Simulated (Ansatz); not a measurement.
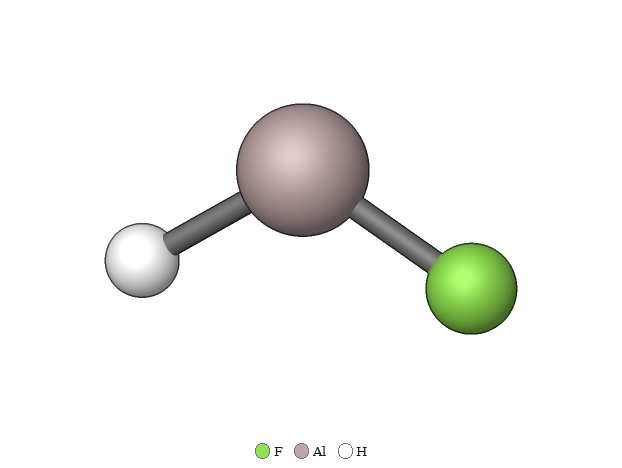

Charge 0, doublet. The geometry was computed by an optimisation with PBE0-D4/def2-TZVP. No frequency run is at hand to confirm it as a minimum.

Draw it as a skeletal formula.

SMILES: [F][AlH]

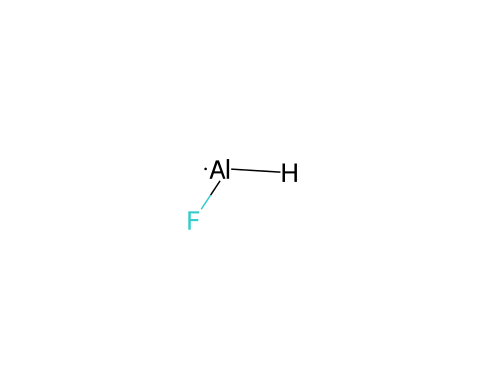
